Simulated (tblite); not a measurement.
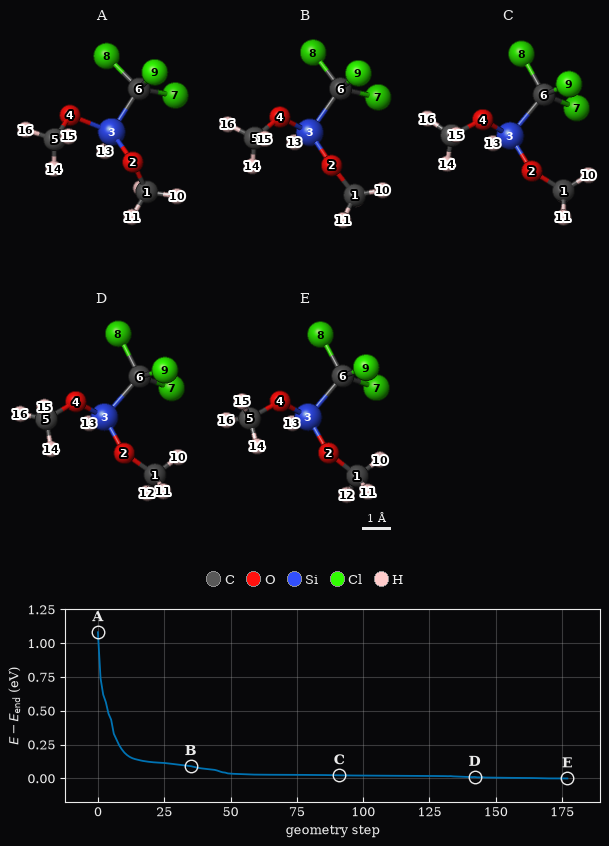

Frames of a relaxation of C$_{3}$H$_{7}$Cl$_{3}$O$_{2}$Si, marked on the history of the run. A ball-and-stick model, seen from a free direction.

All numbers below come from GFN2-xTB geometry optimisation, gas phase in tblite 0.8.0. 

Describe the path.

After 177 geometry steps the energy has fallen by 1.082 eV. H11 moves most after the best rigid fit: 1.26 Å. By element the largest moves are H 1.26 Å, O 0.61 Å, Cl 0.54 Å, C 0.34 Å, Si 0.25 Å. Some distances before and after: Si3–O4 1.731 → 1.599 Å, O2–Si3 1.684 → 1.608 Å, Si3–C6 1.865 → 1.938 Å, C1–H11 1.116 → 1.090 Å. Among the angles between lasting bonds that change: C1–O2–Si3 108.9° → 133.0°, Si3–O4–C5 112.0° → 130.1°, Si3–C6–Cl8 105.7° → 112.3°. Groups turn about O4–C5 by about 90°, C1–O2 by about 80°, O2–Si3 by about 40°. The run took 2.1 s on 1 thread of Arm Neoverse V1 (shared host). From step 0 to 35: H13 moves most (0.60 Å), energy −0.991 eV. From step 35 to 91: H11 moves most (0.62 Å), energy −0.068 eV. From step 91 to 142: H12 moves most (0.68 Å), energy −0.012 eV. From step 142 to 177: H atoms move most (0.30 Å), energy −0.011 eV.

```csv
step,"E − E(0), eV"
0,0.0000
1,-0.3407
2,-0.4614
3,-0.5175
4,-0.6024
5,-0.6470
6,-0.7511
7,-0.7927
8,-0.8351
9,-0.8657
10,-0.8907
19,-0.9579
28,-0.9738
36,-0.9950
45,-1.0232
54,-1.0498
63,-1.0539
72,-1.0550
80,-1.0556
89,-1.0581
98,-1.0600
107,-1.0607
115,-1.0624
124,-1.0635
133,-1.0644
142,-1.0706
151,-1.0766
159,-1.0774
168,-1.0806
177,-1.0816
```
